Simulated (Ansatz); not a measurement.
# Calculations on HfH2OCl3F

**1. Relaxation**

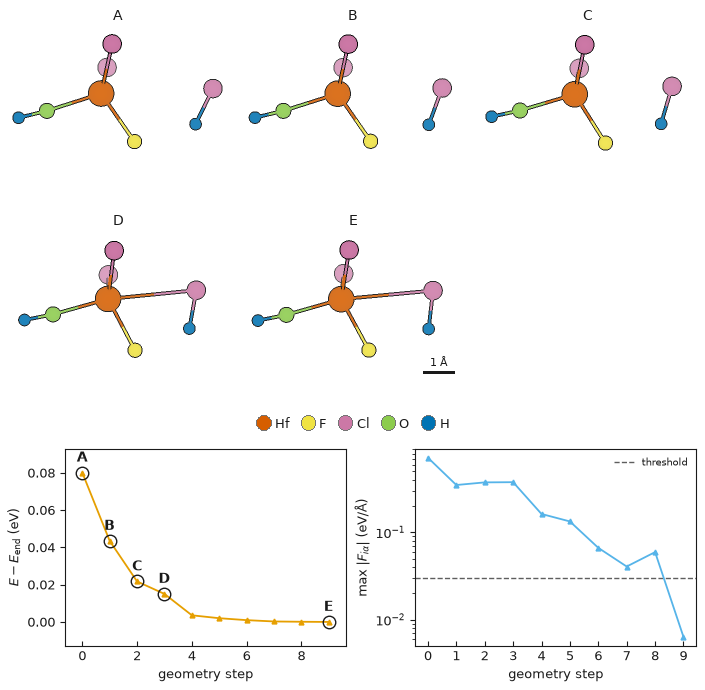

Frames of a relaxation of HfH2OCl3F, marked on the history of the run. Style: ball-and-stick. Shown at a tilt.

The run prepares an end point of a later path (reaction) calculation, from a guessed geometry.

The calculation used RKS PBE-D4/def2-SVP in Ansatz 0.2.0. (no spin polarisation; force threshold 0.03 eV/Å; at most 50 steps)

Question: Describe the path.

Answer: The atom that moves furthest after the best rigid fit is a Cl atom (0.51 Å). By element the largest moves are Cl 0.51 Å, Hf 0.17 Å, H 0.16 Å, O 0.16 Å, F 0.12 Å. Among the contacts that change: Cl–Hf 3.717 → 3.062 Å, H–Hf 3.289 → 3.059 Å, Cl–H 1.339 → 1.307 Å, F–Hf 1.961 → 1.944 Å. New bonds form, among them: Cl–Hf (3.72 → 3.06 Å). Bond angles that change, for instance: F–Hf–O 105.9° → 101.4°, Cl–Hf–O 106.6° → 102.9°, F–Hf–Cl 112.3° → 115.8°. Over 9 geometry steps the energy falls by 0.080 eV. Largest force component: 0.72 eV/Å at the start, 0.0064 eV/Å at the end. Cost: 21 s on 4 threads of Arm Neoverse V2, on a shared host, peak memory 0.19 GiB. From step 0 to 1: a Cl atom moves most (0.19 Å), energy −0.037 eV. From step 1 to 2: a Cl atom moves most (0.18 Å), energy −0.022 eV. From step 2 to 3: a Cl atom moves most (0.20 Å), energy −0.007 eV. From step 3 to 9: an H atom moves most (0.14 Å), energy −0.015 eV.

```csv
step,"E − E(0), eV","largest force component, eV/Å"
0,0.0000,0.7181
1,-0.0366,0.3494
2,-0.0584,0.3745
3,-0.0651,0.3765
4,-0.0766,0.1628
5,-0.0781,0.1336
6,-0.0792,0.0666
7,-0.0799,0.0407
8,-0.0800,0.0595
9,-0.0801,0.0064
```

**2. Relaxation**

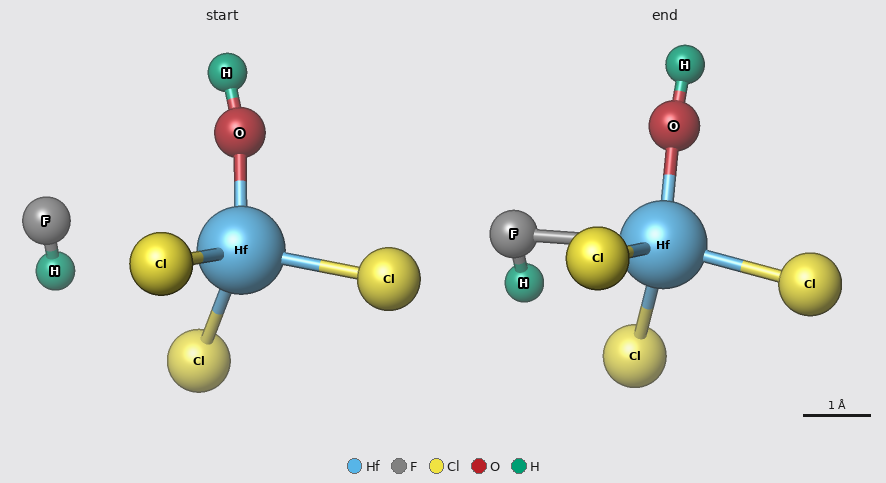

The structure of HfH2OCl3F before (left) and after (right) a relaxation, at one scale.

A ball-and-stick model, seen at a tilt.

The run prepares an end point of a later path (reaction) calculation, from a guessed geometry.

The calculation used Ansatz, RKS PBE-D4/def2-SVP. Set-up: no spin polarisation; force threshold 0.03 eV/Å; at most 50 steps.

Q: Summarise the run.

A: The atom that moves furthest after the best rigid fit is the F atom (0.47 Å). Largest moves by element: F 0.47 Å, H 0.45 Å, Cl 0.38 Å, Hf 0.34 Å, O 0.17 Å. Some distances before and after: F–Hf 3.172 → 2.400 Å, H–Hf 3.254 → 2.590 Å, Cl–H 2.565 → 2.033 Å, F–H 0.933 → 0.974 Å. New bonds form, among them: F–Hf (3.17 → 2.40 Å). Among the angles between lasting bonds that change: Cl–Hf–Cl 106.5° → 97.4°, Cl–Hf–Cl 113.5° → 120.2°, Hf–O–H 168.5° → 173.2°. The energy falls by 0.298 eV in 8 accepted moves (9 points after the start). The largest force component goes from 0.98 to 0.022 eV/Å. The line search rejected the trial step at point 6 of the run. The run took 20 s on 4 threads of Arm Neoverse V2, with other jobs on the host, peak memory 0.18 GiB.

Limits of the set-up: the start holds two separate molecules, 2.6 Å apart at their closest, whose relative position is a soft coordinate.

**3. Path**

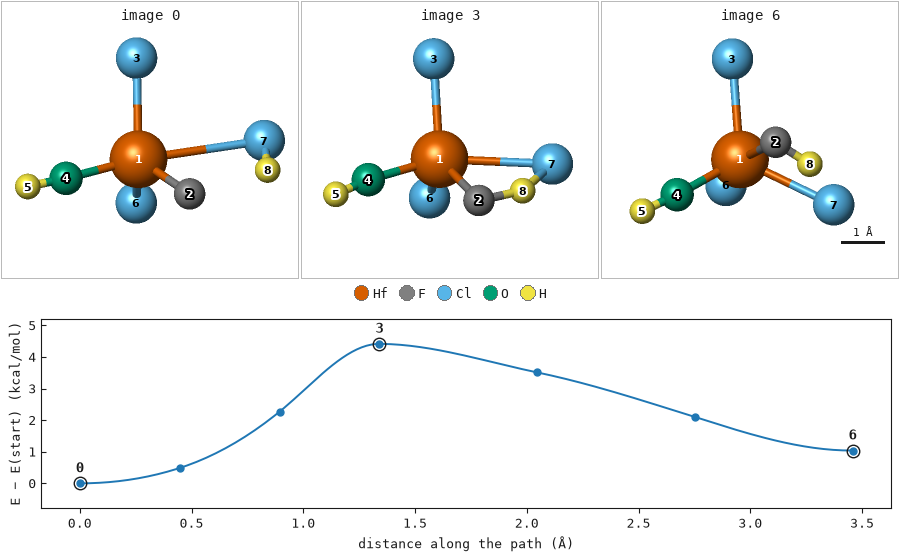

A nudged-elastic-band calculation for HfH2OCl3F. Images are numbered from 0 (start) to 6 (end). The picture is a ball-and-stick view, seen at a tilt.

These are results of RKS PBE-D4/def2-SVP in Ansatz, not measurements. Set-up: 5 movable images; climbing image; force threshold 0.05 eV/Å; iteration limit 60; starting path through a guess of the saddle point.

Q: What happens along the path, and what is the barrier?

A: Forward barrier 4.42 kcal/mol, backward barrier 3.38 kcal/mol, with image 3 at the top; the reaction energy is +1.04 kcal/mol. A hydrogen atom shifts from one atom to another. Breaking: Cl7–H8 (1.31 → 1.56 at the top → 2.03 Å). Forming: F2–H8 (2.11 → 1.17 at the top → 0.97 Å). The band converged in 17 iterations. The largest component of the band force went from 8.6 to 0.042 eV/Å. The climbing image converged on the top of the path. Its vibrational analysis gives one imaginary mode (176i cm⁻¹), as a transition state must have.

The run took 2.6 min on 4 threads of Arm Neoverse V2, on a shared host, peak memory 0.19 GiB.
